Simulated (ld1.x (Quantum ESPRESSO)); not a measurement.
Pseudopotential generation: Tb (part 2 of 2)

The same run, continued: terbium (Tb, Z = 65), core [Kr] 4d10, reference valence 4f9 5s2 5p6 5d0 6s2 6p0, valence charge 19. Method: TM potential, revPBE, non-relativistic, made with ld1.x (Quantum ESPRESSO) 7.5.

Output of the test run (extracts), continued:
```
     ---------------------- Testing the pseudopotential ----------------------

     Tb

     atomic number is 65.00   valence charge is 19.00
     dft =REVPBE   lsd =0 sic =0 latt =0  beta=0.20 tr2=1.0E-14
     mesh =1263 r(mesh) =  99.54529 xmin = -7.00 dx = 0.01250

     n l     nl             e AE (Ry)        e PS (Ry)    De AE-PS (Ry)
     4 3     4F   1( 8.00)       -1.65668       -1.71244        0.05576  !
     1 0     5S   1( 2.00)       -3.94235       -3.96699        0.02464  !
     2 1     5P   1( 6.00)       -2.63147       -2.65332        0.02186  !
     3 2     5D   1( 0.00)       -0.79505       -0.80017        0.00512  !
     2 0     6S   1( 2.00)       -0.71647       -0.70813       -0.00834  !
     3 1     6P   1( 0.00)       -0.47960       -0.47989        0.00029

     eps = 7.7E-15  iter = 16

     Etot =  -22458.661726 Ry,  -11229.330863 Ha, -305565.659394 eV
     Etotps =  -251.914147 Ry,    -125.957074 Ha,   -3427.466578 eV
     dEtot_ae =       1.054051 Ry
     dEtot_ps =       1.080814 Ry,   Delta E=      -0.026763 Ry

     Ekin =     274.160432 Ry,     137.080216 Ha,    3730.142705 eV
     Encl =    -509.655182 Ry,    -254.827591 Ha,   -6934.212004 eV
     Ehrt =     218.569378 Ry,     109.284689 Ha,    2973.787879 eV
     Ecxc =     -27.621616 Ry,     -13.810808 Ha,    -375.811234 eV
     (Ecc =      -1.140122 Ry,      -0.570061 Ha,     -15.512144 eV)
     Epseu=    -207.367159 Ry,    -103.683579 Ha,   -2821.373924 eV

     ---------------------- End of pseudopotential test ----------------------

     ---------------------- Testing the pseudopotential ----------------------

     Tb

     atomic number is 65.00   valence charge is 19.00
     dft =REVPBE   lsd =0 sic =0 latt =0  beta=0.20 tr2=1.0E-14
     mesh =1263 r(mesh) =  99.54529 xmin = -7.00 dx = 0.01250

     n l     nl             e AE (Ry)        e PS (Ry)    De AE-PS (Ry)
     4 3     4F   1( 9.00)       -0.38580       -0.38492       -0.00088
     1 0     5S   1( 2.00)       -2.90915       -2.90618       -0.00297
     2 1     5P   1( 6.00)       -1.66161       -1.65858       -0.00303
     3 2     5D   1( 1.00)       -0.08347       -0.08512        0.00165
     2 0     6S   1( 1.00)       -0.21626       -0.21798        0.00171
     3 1     6P   1( 0.00)       -0.08013       -0.08304        0.00291

     eps = 4.5E-15  iter = 22

     Etot =  -22459.593046 Ry,  -11229.796523 Ha, -305578.330650 eV
     Etotps =  -252.874681 Ry,    -126.437340 Ha,   -3440.535303 eV
     dEtot_ae =       0.122731 Ry
     dEtot_ps =       0.120281 Ry,   Delta E=       0.002450 Ry

     Ekin =     291.197084 Ry,     145.598542 Ha,    3961.938162 eV
     Encl =    -533.117488 Ry,    -266.558744 Ha,   -7253.432938 eV
     Ehrt =     239.418512 Ry,     119.709256 Ha,    3257.454801 eV
     Ecxc =     -29.087554 Ry,     -14.543777 Ha,    -395.756340 eV
     (Ecc =      -1.140122 Ry,      -0.570061 Ha,     -15.512144 eV)
     Epseu=    -221.285234 Ry,    -110.642617 Ha,   -3010.738988 eV

     ---------------------- End of pseudopotential test ----------------------
```

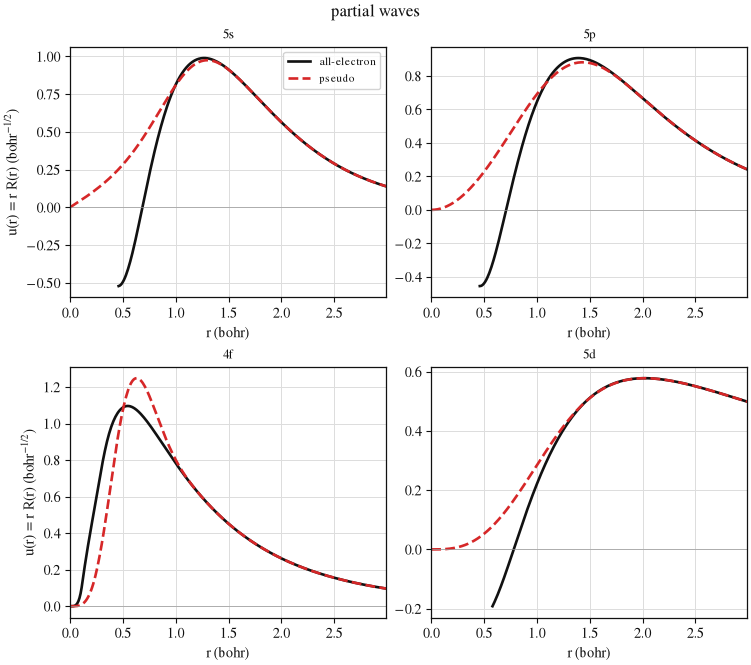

Figure 2. Pseudo-waves (dashed) against the all-electron radial functions (solid). The innermost oscillations of some all-electron curves aren't drawn. Reference configuration 4f9 5s2 5p6 5d0 6s2 6p0.

- Matching radii: 5s at 1.70 bohr; 5p at 2.10 bohr; 4f at 1.30 bohr; 5d at 2.30 bohr. The curves merge smoothly, so the plot gives these only roughly.
- Nodes of the pseudo-waves: 5s has no node; 5p has no node; 4f has no node; 5d has no node.
- Cutoffs needed: 230 Ry (loose) and over 300 Ry (tight), as the cutoffs, on a coarse ladder, from which the occupation-weighted sum of valence levels, in a spherical-Bessel basis at the reference potential, stays within 10 and 1 mRy of its value at 400 Ry.

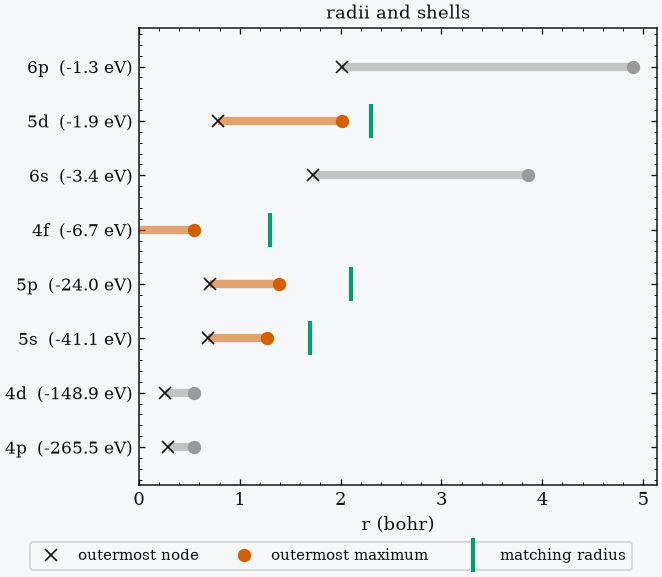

Figure 3. Outer shells of the all-electron reference atom: each bar runs from the outermost node (or the nucleus) to the outermost maximum of u(r); the tick is the radius chosen for the pseudo-wave. Shells without a tick have no pseudo-wave of their own. Levels, nodes and maxima are from ld1.x, non-relativistic.

- Radii against the shells: 5s: 1.70 bohr, outside the maximum; 5p: 2.10 bohr, outside the maximum; 4f: 1.30 bohr, outside the maximum; 5d: 2.30 bohr, outside the maximum.

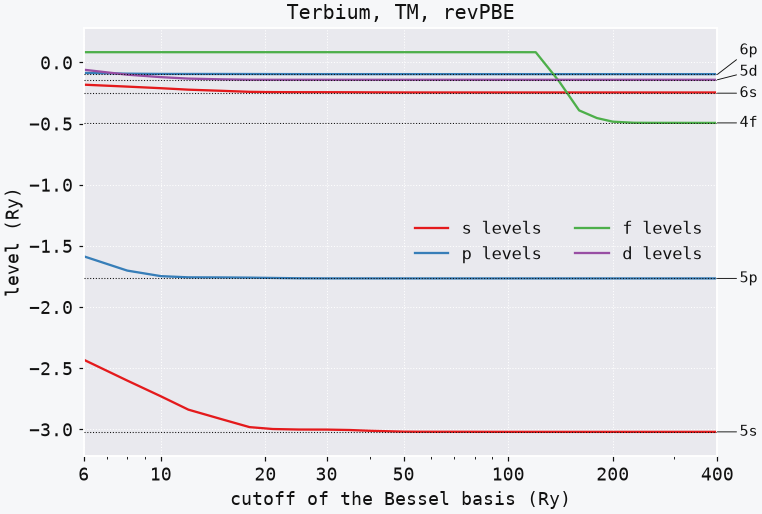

Figure 4. The pseudo-atom Hamiltonian at the reference potential is diagonalised in spherical Bessel functions (20 bohr box) up to the cutoff. Curves: the lowest levels of each channel that holds a bound state. Dotted lines: the all-electron valence levels.

- Ghost states: no ghost state below the valence levels in the s, p, f, d channels. The curves of the valence states settle on the dotted lines.
- All-electron valence levels: 5s: -3.0 Ry; 6s: -0.25 Ry; 5p: -1.77 Ry; 6p: -0.10 Ry; 4f: -0.49 Ry; 5d: -0.14 Ry.

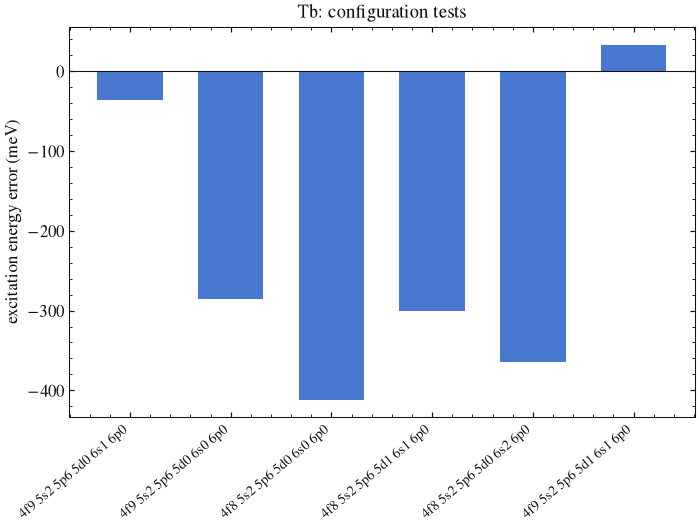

Figure 5. Errors, all-electron minus pseudo, of the energies of valence configurations relative to the unpolarised reference 4f9 5s2 5p6 5d0 6s2 6p0. Not all tests gave a result: 1 of 7 tests not solved.

- Worst configuration: 4f8 5s2 5p6 5d0 6s0 6p0 (charge +3): the error is -412 meV on an all-electron energy of +45.35 eV relative to the reference, or 0.91 %.
- Configurations within 10 meV and within 50 meV: 0 and 2 of 6.

Results in brief:

- outcome: generated
- cutoffs needed: 230 Ry and over 300 Ry (the cutoffs, on a coarse ladder, from which the occupation-weighted sum of valence levels, in a spherical-Bessel basis at the reference potential, stays within 10 and 1 mRy of its value at 400 Ry); ghost states and empty shells don't enter this sum
- ghost test: no ghost state below the valence levels in the s, p, f, d channels (spherical-Bessel basis up to 400 Ry, 20 bohr box)
- configuration tests: 1 of 7 tests not solved
- largest excitation error among the tests solved: -412 meV (all-electron minus pseudo) for 4f8 5s2 5p6 5d0 6s0 6p0
- range over which the phases arctan(r u′/u) at the test radius agree within 0.05 rad (a looser test near the poles than one of phase shifts): s: up to about 0.3 Ry; p: up to about 1.1 Ry; d: up to about 3.8 Ry; f: up to about 1.2 Ry
- wall time: 3.5 s

Notes:

An excitation error of 412 meV in its own tests makes this a poorly transferable potential.
